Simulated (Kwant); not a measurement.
Model system: In0.53Ga0.47As/In0.52Al0.48As stack with 3 barriers. One parabolic valley. Leads of mass 0.041 mₑ with the band edge at 0; grid 0.1 nm; bias swept from 0.0208 to 0.43967 V, dropping linearly over the stack. Emitter Fermi level 0.029 eV, 77 K, equal in the collector.

| layer | thickness (nm) | band offset (eV) | mass (mₑ) |
|---|---|---|---|
| 1 | 1.9 | 0.52 | 0.075 |
| 2 | 4.3 | 0 | 0.041 |
| 3 | 1.9 | 0.52 | 0.075 |
| 4 | 4.3 | 0 | 0.041 |
| 5 | 1.9 | 0.52 | 0.075 |

The device is made up for the run: typed textbook-type constants, with dimensions and the other settings drawn at random.

Kwant, one-band effective-mass tight-binding model in one dimension, coherent, no space charge, current by the Tsu-Esaki formula.

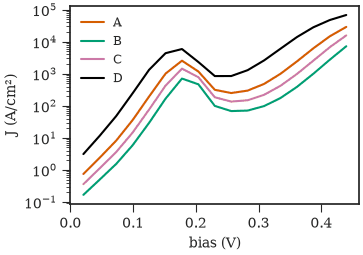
Fig. 1. J (A/cm²) of 4 runs

| bias (V) | A | B | C | D |
|---|---|---|---|---|
| 0.02080 | 0.743 | 0.166 | 0.358 | 3.11 |
| 0.04698 | 2.42 | 0.501 | 1.13 | 11.7 |
| 0.07316 | 8.22 | 1.54 | 3.61 | 48.1 |
| 0.09934 | 36.0 | 5.90 | 14.7 | 247 |
| 0.1255 | 195 | 29.4 | 76.5 | 1330 |
| 0.1517 | 1010 | 167 | 425 | 4390 |
| 0.1779 | 2560 | 708 | 1450 | 5920 |
| 0.2041 | 1180 | 469 | 779 | 2320 |
| 0.2302 | 316 | 99.1 | 185 | 848 |
| 0.2564 | 250 | 68.4 | 135 | 850 |
| 0.2826 | 298 | 71.0 | 149 | 1300 |
| 0.3088 | 482 | 98.0 | 220 | 2610 |
| 0.3350 | 1000 | 175 | 422 | 6070 |
| 0.3611 | 2440 | 390 | 987 | 14000 |
| 0.3873 | 6240 | 1000 | 2580 | 28300 |
| 0.4135 | 14800 | 2750 | 6760 | 47700 |
| 0.4397 | 29100 | 7230 | 15700 | 68400 |

### Question
Column A is the base. The others each differ by one change: Fermi level in the emitter 0.029 → 0.015 eV; Fermi level in the emitter 0.029 → 0.022 eV; Fermi level in the emitter 0.029 → 0.044 eV. Which is which?

### Answer
B: Fermi level in the emitter 0.029 → 0.015 eV; C: Fermi level in the emitter 0.029 → 0.022 eV; D: Fermi level in the emitter 0.029 → 0.044 eV.
